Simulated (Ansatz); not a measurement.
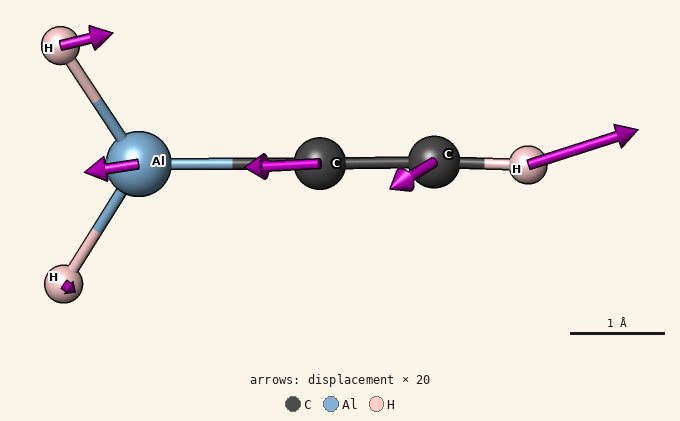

This is a relaxation of C2H3Al (coarse preliminary run). The starting structure is drawn; purple arrows show the displacements, magnified 20 times. The two geometries are superimposed by the best rigid fit.

A ball-and-stick model, seen at a tilt.

The start comes from a force field.

Method: RKS PBE-D4/def2-SVP (Ansatz).

Input file:
```yaml
crystal:
  periodic: [false, false, false]
  atoms:
    - {symbol: C, position_ang: [-0.794900, -1.688900, -0.293300]}
    - {symbol: C, position_ang: [-0.298700, -0.592000, -0.108200]}
    - {symbol: Al, position_ang: [0.555200, 1.111000, 0.197400]}
    - {symbol: H, position_ang: [-1.250800, -2.559500, -0.482400]}
    - {symbol: H, position_ang: [1.373000, 1.828900, -0.993600]}
    - {symbol: H, position_ang: [0.458300, 1.836500, 1.633900]}
basis:
  gaussian: {orbitals: def2-SVP}
hamiltonian: {xc: pbe, dispersion: d4}
relax: {f_tol: 0.03, max_steps: 200}
```

**Which element moves most?**

Hydrogen: up to 0.062 Å, against 0.044 Å for carbon.

**Describe the change and its energy.**

The atom that moves furthest after the best rigid fit is H4 (0.062 Å). Largest moves by element: H 0.062 Å, C 0.044 Å, Al 0.030 Å. Among the contacts that change: C1–H4 1.001 → 1.083 Å, Al3–H5 1.613 → 1.595 Å, C1–C2 1.218 → 1.234 Å, C2–Al3 1.929 → 1.918 Å. Bond angles that change, for instance: C2–C1–H4 176.1° → 180.0°, H5–Al3–H6 119.2° → 122.4°, C1–C2–Al3 177.7° → 179.9°. The energy falls by 4.08 kcal/mol in 4 geometry steps. The largest force component goes from 3.5 to 0.0023 eV/Å. The run took of the order of 7 core-seconds on a shared host.
